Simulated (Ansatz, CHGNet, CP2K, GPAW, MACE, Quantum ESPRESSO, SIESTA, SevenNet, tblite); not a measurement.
## H-capped Ge nanowire along [001] with a Si core (65 atoms): runs against a plane-wave reference

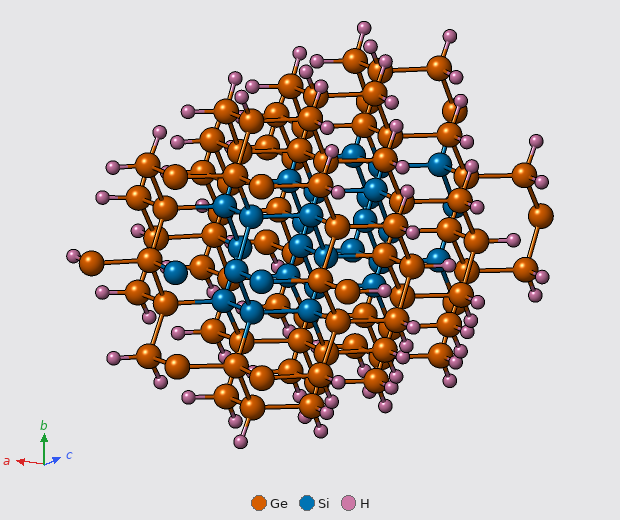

The cell (germanium orange, silicon blue, hydrogen pink). 1×1×3 cells are drawn. Some periodic images of atoms are drawn too.

The cell holds 65 atoms: 28 Ge, 9 Si and 28 H. Cell: a = 26.501 Å, b = 26.501 Å, c = 5.658 Å, α = 90.0°, β = 90.0°, γ = 90.0°. It derives from Ge (diamond-structure). Round section of size parameter 6.53 Å cut from diamond-structure Ge (a = 5.658 Å) along [001], 1 period, broken bonds capped with H, 12 Å of vacuum, Si core of radius 3.59 Å. Then every atom was moved at random, 0.02 Å r.m.s. a Cartesian component (hydrogen 0.6 of that). Regions: wire, 37 atoms (28 Ge and 9 Si); hydrogen, 28 atoms (28 H). Vacuum lies along a and b. The structure repeats along c.

Geometry: as built.

The reference, a calculation:

```
method                                           : Kohn-Sham DFT, PBE, PAW, plane waves (Ansatz 0.2.0); cutoff 420 eV, Γ point, fermi-dirac smearing of 0.05 eV; PAW set soft_2
r.m.s. force component                           : 0.5625 eV/Å
longest force                                    : 2.161 eV/Å
gap (highest filled to lowest empty level) : 2.051 eV
SCF cycles                                       : 10
time                                             : 43 s on 4 threads of Arm Neoverse V1, shared host
CPU time                                         : 2.8 min
```

Runs, in no order:
A. CP2K LDA, DZVP-MOLOPT-SR, 450/50 Ry, diagonalisation: Kohn-Sham DFT, LDA, GTH-PADE pseudopotentials, Gaussian and plane waves, DZVP-MOLOPT-SR-GTH, diagonalisation
B. CP2K PBE+D3, DZVP-UZH, 450/50 Ry, diagonalisation: Kohn-Sham DFT, PBE+D3, GTH-PBE pseudopotentials, Gaussian and plane waves, DZVP-MOLOPT (UZH set), diagonalisation
C. SIESTA PBE, SZ, shift 0.02 Ry, mesh 300 Ry, orbital minimisation: Kohn-Sham DFT, PBE, PseudoDojo 0.4.1 norm-conserving pseudopotentials (converted to PSML), numerical atomic orbitals (SZ), orbital minimisation
D. SevenNet 0 potential: machine-learned interatomic potential SevenNet 0, trained on PBE(+U) plane-wave data
E. SIESTA PBE, DZP, shift 0.01 Ry, mesh 300 Ry: Kohn-Sham DFT, PBE, PseudoDojo 0.4.1 norm-conserving pseudopotentials (converted to PSML), numerical atomic orbitals (DZP), diagonalisation

**Question.** Rank the runs by how far their forces lie from the reference's, least first.

B, E, A, D, C.

```csv
run,"Δ force, r.m.s. (meV/Å)",share of r.m.s. force (%),CPU time
"B. CP2K PBE+D3, DZVP-UZH, 450/50 Ry, diagonalisation",27.9,4.95,3.5 min
"E. SIESTA PBE, DZP, shift 0.01 Ry, mesh 300 Ry",106,18.9,2.7 min
"A. CP2K LDA, DZVP-MOLOPT-SR, 450/50 Ry, diagonalisation",166,29.5,1.9 min
D. SevenNet 0 potential,251,44.7,8.8 s
"C. SIESTA PBE, SZ, shift 0.02 Ry, mesh 300 Ry, orbital minimisation",676,120,2.7 min
```

Machine-learned potentials mimic data converged in k, so the reference's own k-point error enters their differences. The electronic-structure runs sample only Γ, in a cell whose periodic width is 6 Å.

[Logs are printed without paths, hosts, clocks, repeated set-up lines and the standing remarks that a program may print on its own settings, such as how far it seeks lower states.]

[Hosts, paths, dates, database ids (printed as entryN), source tags and the programs' standing remarks are cut or masked in the printed files.]
